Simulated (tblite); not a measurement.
# C5H12N2Si: the cost of one run

Programs: tblite 0.8.0 and PySCF 2.14.0, with density-fitted response routines of our own. Each step states its level of theory. These are calculated values for one molecule in the gas phase, unless marked as measured. Atoms are numbered from 0 throughout.

### 1 The starting structure

20 atoms, charge 0, multiplicity 1; geometry from: force field or distance geometry start.

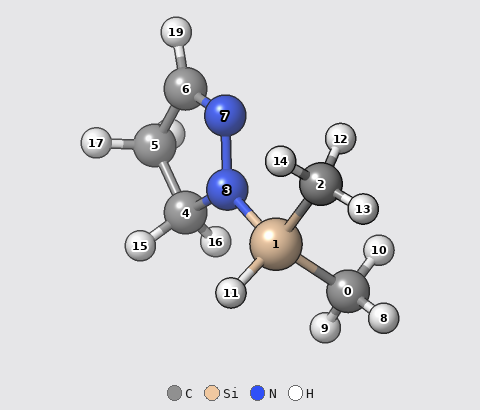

As it starts; carbon grey, silicon light orange, nitrogen blue, hydrogen white, atoms numbered.

### 2 Optimising the geometry with GFN2-xTB

The job: settings as JSON, then the geometry in Å.

```
{"job": {"kind": "relax", "xc": "GFN2-xTB", "basis": "xTB"}, "charge": 0, "multiplicity": 1}
C     -2.196900    -1.297700    -0.227600
Si    -1.195900     0.084500    -1.005600
C     -2.014700     1.677700    -0.471100
N      0.471100     0.085800    -0.316300
C      1.472000    -0.960500    -0.434400
C      2.672700    -0.392200     0.268500
C      2.217600     0.914600     0.805500
N      1.000800     1.126600     0.465500
H     -3.267200    -1.206800    -0.521400
H     -1.771600    -2.264800    -0.506400
H     -2.123100    -1.163100     0.871900
H     -1.191100    -0.009300    -2.448800
H     -1.696400     1.823700     0.604700
H     -3.100300     1.679400    -0.584200
H     -1.565400     2.529600    -1.042700
H      1.789500    -1.143700    -1.474200
H      1.163700    -1.931200    -0.011300
H      3.493700    -0.146100    -0.459300
H      3.010300    -0.987600     1.126500
H      2.826200     1.591800     1.415600
```

Run with:

```sh
OMP_NUM_THREADS=1 python probes_run.py task.json out
```

One launch serves the whole session: the jobs run in the order shown.

**Question.** How long does this first job take on 1 thread of Arm Neoverse V1, shared host, and how much memory does it need?

About 1.1 s, with a peak of 0.18 GiB.
